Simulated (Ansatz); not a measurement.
Consider K2Se in the anti-fluorite structure (space group Fm-3m, No. 225; a = 7.610 Å).

It is then changed as follows: an isotropic linear strain of +1.00 %, atoms relaxed at fixed cell.

Calculations: PBEsol (Ansatz, a program for electronic structure; PAW; 420 eV plane waves; spin-orbit coupling left out).

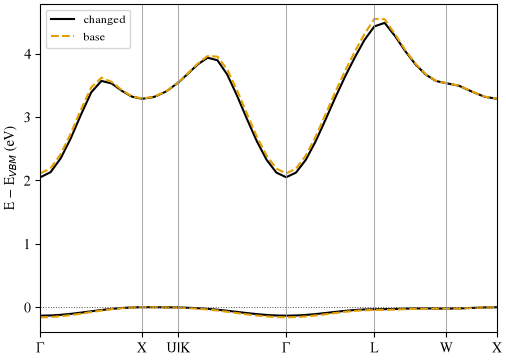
Figure: Highest valence and lowest conduction band along the path, each from its own valence-band maximum

The gap is 2.05 eV, indirect, X → Γ; the base has 2.11 eV.

Stability against distortions was not tested.
